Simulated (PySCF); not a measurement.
## Electronic structure of C$_{3}$H$_{13}$NSSi$_{3}$ (SMILES C/N=C/CS[SiH2][SiH2][SiH3]) in real space

```xyz
21

C    -1.8807    1.5996   -0.4284
N    -1.1638    0.4722    0.0791
C    -1.6986   -0.6676    0.0679
C    -0.9853   -1.8802    0.5190
S    -0.2911   -2.6369   -1.0039
Si    1.6665   -1.7008   -1.0163
Si    1.6821    0.5944   -0.6859
Si    1.2564    1.3870    1.4475
H    -2.8686    1.3379   -0.8272
H    -1.2823    2.0733   -1.2084
H    -1.9974    2.3248    0.3777
H    -2.6983   -0.8388   -0.3553
H    -1.6659   -2.6146    0.9472
H    -0.1736   -1.6584    1.2080
H     2.3492   -2.4353    0.0572
H     2.1578   -2.2674   -2.2691
H     3.0697    0.9294   -1.0849
H     0.8985    1.2569   -1.7417
H     2.5071    1.8753    2.0540
H     0.3396    2.5229    1.5071
H     0.7700    0.3433    2.3556
```

Geometry: GFN2-xTB.

All numbers below come from PBE0/pcSseg-1, SCF density, gas phase, non-relativistic in PySCF.

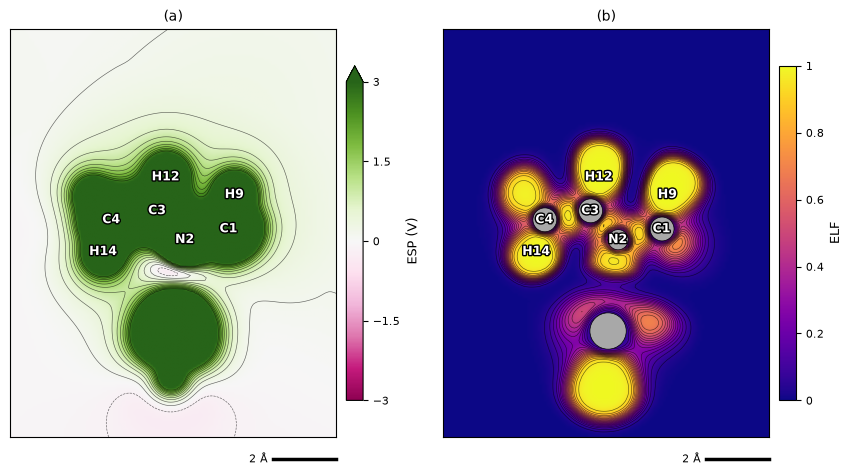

Figure 1. (a) molecular electrostatic potential; (b) electron localisation function on the plane of atoms N2, C3 and H12. Grey discs cover the atomic cores in the ELF map.

### Interpret the plot.

- Atoms in the plane: C, N and H.
- C–N (1.26 Å): the ELF peaks at about 0.90 between the atoms: a short, multiple covalent bond.
- C–C (1.48 Å): the ELF peaks at about 0.95 between the atoms: a shared electron pair.
- C–H (1.09 Å): the ELF climbs to about 1 towards the hydrogen, as it does in any bond to H: an ordinary covalent bond to hydrogen.
- C–N (1.43 Å): the ELF peaks at about 0.95 between the atoms, as expected for a covalent bond.
- The potential has no marked negative region in this plane.

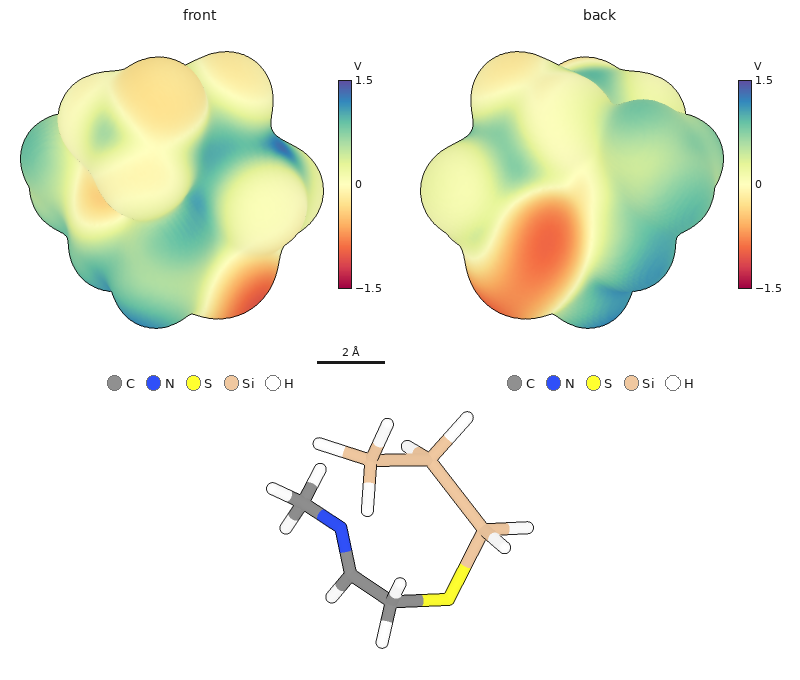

Figure 2. The electrostatic potential painted on the density surface at 0.002 e/bohr³, seen from the front and from behind; red is negative and blue positive. The bare structure is drawn below in the same view.

### Describe the electrostatic potential map.

The most negative region (about −1.0 V, or −23 kcal/mol for a unit charge) lies over S5, the most positive (about +1.2 V, or +28 kcal/mol for a unit charge) over C3, Si6 and H13.
